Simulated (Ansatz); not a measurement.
# C2H8N2OSSi: inversion of the pyramid at N1, part 2 of 2

Aim: the minimum-energy path and barrier of the inversion of the pyramid at N1. The ends are relaxed first, then joined by a nudged elastic band. SMILES of the start: NC1(O)NC[SiH2]S1.

Ansatz 0.2.0; RHF/def2-SVP. The steps go on from the part before.

## (6) The band, image by image

The 5 inner images lie between the fixed ends 0 and 6. Energy is taken from image 0, and the path length is the program's own coordinate along the band.

| image | path (Å) | energy (eV) | sum of angles at N1 (°) | band force (eV/Å) |
| --- | --- | --- | --- | --- |
| 0 | 0.000 | 0.0000 | 333.2 | - |
| 1 | 0.221 | 0.0137 | 337.4 | 0.024 |
| 2 | 0.442 | 0.0810 | 350.6 | 0.021 |
| 3* | 0.663 | 0.1556 | 360.0 | 0.016 |
| 4 | 0.944 | 0.0593 | 343.5 | 0.019 |
| 5 | 1.224 | 0.0125 | 332.8 | 0.010 |
| 6 | 1.505 | 0.0024 | 330.7 | - |

The star marks the climbing image.

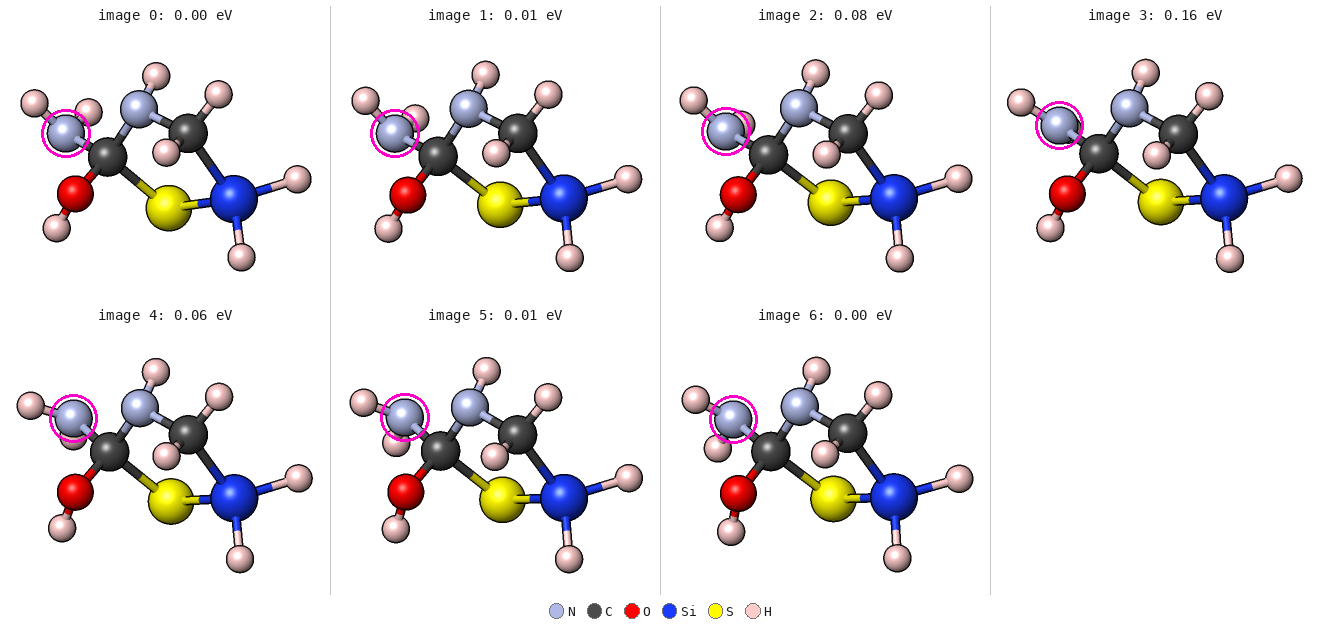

Snapshots along the band, viewed from a chosen angle. Ringed: N1. Sticks join atoms closer than a bonding distance in each image.

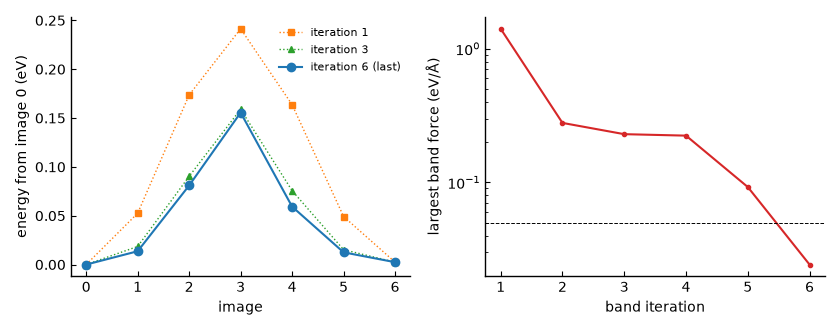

Left: energy of each image for early iterations and the last one (lines only join the points; early values far above the last band run off the scale). Right: the largest band force by iteration, with the threshold dashed.

How the highest energy settled:

```csv
iteration,highest image above image 0 (eV),largest band force (eV/Å)
1,0.2414,1.407
2,0.1646,0.278
3,0.1589,0.229
4,0.1569,0.224
5,0.1557,0.092
6,0.1556,0.024
```

Positions of all images (Å):

```xyz
15
image=0 dE=0.0000
N     1.577   -1.599    0.594
C     0.858   -0.442    0.189
O     1.678    0.653    0.177
N    -0.248   -0.114    1.022
C    -1.089    0.954    0.498
Si   -1.279    0.705   -1.399
S     0.247   -0.793   -1.596
H     1.864   -1.502    1.553
H     1.059   -2.447    0.469
H     2.388    0.493   -0.427
H    -0.783   -0.940    1.207
H    -2.046    0.946    1.021
H    -0.623    1.918    0.702
H    -2.602    0.178   -1.805
H    -1.024    1.938   -2.175
15
image=1 dE=0.0137
N     1.595   -1.578    0.609
C     0.844   -0.445    0.197
O     1.642    0.666    0.133
N    -0.247   -0.100    1.042
C    -1.087    0.966    0.507
Si   -1.282    0.697   -1.389
S     0.195   -0.852   -1.562
H     1.824   -1.530    1.586
H     1.183   -2.457    0.369
H     2.360    0.485   -0.456
H    -0.787   -0.918    1.251
H    -2.044    0.971    1.028
H    -0.617    1.932    0.695
H    -2.620    0.208   -1.794
H    -0.980    1.905   -2.185
15
image=2 dE=0.0810
N     1.557   -1.584    0.641
C     0.822   -0.453    0.219
O     1.631    0.652    0.132
N    -0.262   -0.074    1.059
C    -1.090    0.992    0.505
Si   -1.289    0.694   -1.387
S     0.167   -0.877   -1.535
H     1.861   -1.570    1.594
H     1.322   -2.477    0.266
H     2.336    0.454   -0.467
H    -0.809   -0.880    1.294
H    -2.049    1.015    1.023
H    -0.615    1.958    0.676
H    -2.631    0.213   -1.787
H    -0.974    1.887   -2.204
15
image=3 dE=0.1556
N     1.435   -1.625    0.712
C     0.802   -0.464    0.236
O     1.646    0.620    0.144
N    -0.275   -0.051    1.063
C    -1.092    1.012    0.500
Si   -1.292    0.697   -1.388
S     0.159   -0.882   -1.525
H     1.930   -1.570    1.576
H     1.429   -2.475    0.198
H     2.325    0.429   -0.486
H    -0.817   -0.854    1.315
H    -2.051    1.041    1.018
H    -0.612    1.976    0.664
H    -2.635    0.215   -1.783
H    -0.973    1.881   -2.214
15
image=4 dE=0.0593
N     1.297   -1.698    0.790
C     0.777   -0.490    0.256
O     1.677    0.554    0.170
N    -0.288   -0.038    1.068
C    -1.089    1.029    0.497
Si   -1.294    0.702   -1.387
S     0.153   -0.884   -1.515
H     1.964   -1.547    1.522
H     1.572   -2.398    0.135
H     2.300    0.392   -0.521
H    -0.833   -0.831    1.341
H    -2.048    1.069    1.016
H    -0.600    1.990    0.655
H    -2.639    0.221   -1.778
H    -0.970    1.878   -2.221
15
image=5 dE=0.0125
N     1.270   -1.736    0.786
C     0.754   -0.521    0.254
O     1.672    0.508    0.149
N    -0.292   -0.050    1.077
C    -1.073    1.035    0.505
Si   -1.295    0.707   -1.377
S     0.112   -0.914   -1.507
H     1.878   -1.536    1.562
H     1.757   -2.289    0.108
H     2.243    0.359   -0.589
H    -0.857   -0.827    1.356
H    -2.028    1.101    1.027
H    -0.562    1.986    0.656
H    -2.650    0.253   -1.762
H    -0.951    1.875   -2.216
15
image=6 dE=0.0024
N     1.318   -1.722    0.765
C     0.753   -0.530    0.236
O     1.634    0.530    0.106
N    -0.292   -0.089    1.078
C    -1.087    0.995    0.523
Si   -1.297    0.698   -1.367
S     0.089   -0.941   -1.509
H     1.805   -1.504    1.617
H     1.953   -2.161    0.126
H     2.162    0.417   -0.670
H    -0.850   -0.878    1.342
H    -2.043    1.041    1.045
H    -0.586    1.948    0.691
H    -2.655    0.270   -1.772
H    -0.928    1.876   -2.181
```

## (7) Vibrations at the top

The geometry is the highest inner image of the first converged band.

input.yaml reads:

```yaml
crystal:
  periodic: [false, false, false]
  atoms:
    - { symbol: "N", position_ang: [1.434663, -1.625433, 0.712282] }
    - { symbol: C, position_ang: [0.802077, -0.46426, 0.236383] }
    - { symbol: O, position_ang: [1.646179, 0.620018, 0.143909] }
    - { symbol: "N", position_ang: [-0.275058, -0.051372, 1.062798] }
    - { symbol: C, position_ang: [-1.092252, 1.011871, 0.499896] }
    - { symbol: Si, position_ang: [-1.291909, 0.696638, -1.387784] }
    - { symbol: S, position_ang: [0.159389, -0.881527, -1.524906] }
    - { symbol: H, position_ang: [1.92958, -1.570417, 1.576437] }
    - { symbol: H, position_ang: [1.428588, -2.474795, 0.197504] }
    - { symbol: H, position_ang: [2.324551, 0.429034, -0.486187] }
    - { symbol: H, position_ang: [-0.817292, -0.853929, 1.31481] }
    - { symbol: H, position_ang: [-2.050991, 1.041155, 1.018398] }
    - { symbol: H, position_ang: [-0.611583, 1.976349, 0.663733] }
    - { symbol: H, position_ang: [-2.63526, 0.215225, -1.783302] }
    - { symbol: H, position_ang: [-0.97268, 1.880643, -2.214471] }
basis:
  gaussian: { orbitals: def2-SVP }
hamiltonian:
  xc: hf
phonons: {}
```

Launch:

```bash
ansatz run input.yaml --threads 2 --pin off --max-ram 3072MiB --backend cpu --events-out ev --progress --plain --runs-dir out
```

Output, shortened:

```text
Warning: RAYON_NUM_THREADS=2 ignored (pool sized by the plan → 2); use --threads N
[...]
Functional definition: HF
[...]
1588 factors; integrals over basis functions are off by at most 3.8e-4 eV
[...]
mean field -25856.57366523 eV, -950.2115559822 hartree, gradient 4.3e-5 eV, S^2 0.000000; 0 other end points of the search recorded, 0 dependent functions left out
[...]
reference -25856.57366523 eV, -950.2115559822 hartree; 36, 36 occupied and 110, 110 virtual orbitals, 1588 factors
[...]
1588 factors; integrals over basis functions are off by at most 3.8e-4 eV
[...]
mean field -25856.57355621 eV, -950.2115519758 hartree, gradient 2.6e-6 eV, S^2 0.000000; 0 other end points of the search recorded, 0 dependent functions left out
[...]
reference -25856.57355621 eV, -950.2115519758 hartree; 36, 36 occupied and 110, 110 virtual orbitals, 1588 factors
[...]
1588 factors; integrals over basis functions are off by at most 3.8e-4 eV
[...]
WARN: phonons: modes at or below zero, which the zero-point energy, F, S and C_V leave out: 1, the lowest at -639.23 cm⁻¹. A minimum has none, and a first-order saddle one
[...]
Atom 4 at    -1.092252     1.011871     0.499896 Å, force    -0.001940    -0.003038    -0.001551 eV/Å
Atom 5 at    -1.291909     0.696638    -1.387784 Å, force    -0.002911    -0.002972     0.003836 eV/Å
Atom 6 at     0.159389    -0.881527    -1.524906 Å, force     0.006529     0.002844    -0.003460 eV/Å
Atom 7 at     1.929580    -1.570417     1.576437 Å, force     0.004117    -0.003608    -0.004971 eV/Å
Atom 8 at     1.428588    -2.474795     0.197504 Å, force     0.002978    -0.006646     0.012083 eV/Å
Atom 9 at     2.324551     0.429034    -0.486187 Å, force    -0.006831    -0.000356    -0.001896 eV/Å
Atom 10 at    -0.817292    -0.853929     1.314810 Å, force     0.004351     0.000701     0.000871 eV/Å
Atom 11 at    -2.050991     1.041155     1.018398 Å, force     0.001524     0.002207    -0.000211 eV/Å
Atom 12 at    -0.611583     1.976349     0.663733 Å, force     0.002036     0.000665     0.000272 eV/Å
Atom 13 at    -2.635260     0.215225    -1.783302 Å, force    -0.000403    -0.000582     0.000504 eV/Å
Atom 14 at    -0.972680     1.880643    -2.214471 Å, force    -0.000948     0.000365     0.001205 eV/Å
Dipole moment:    -0.049514    -0.154832     0.150563 e Å
[...]
```

It took 1.8 min on 2 threads of AMD EPYC 9R45 (Zen 5), shared host; peak memory 0.44 GiB.

Of 39 modes, 1 is imaginary by more than 30 cm⁻¹ (639i cm⁻¹).

## (8) Summary of results

The summary covers parts 1 to 2.

```
                    quantity                     value
                       end A  10 moves, 0.925 eV lower
                       end B  14 moves, 1.357 eV lower
            barrier forwards                   0.16 eV
           barrier backwards                   0.15 eV
second end relative to first                 +0.002 eV
               highest image     3 of 0 to 6, climbing
             band iterations                         6
  imaginary modes at the top                 639i cm⁻¹
```

Along this path the system climbs 0.16 eV from the first end (6 kT at 300 K); with a typical attempt rate of 10^13 per second that is roughly 10^10 events a second. Both ends agree in energy to 3 meV. One imaginary mode, as a first-order saddle point has. These are electronic energies, with no zero-point or thermal terms. Tunnelling, which matters where hydrogen moves, is missing too.
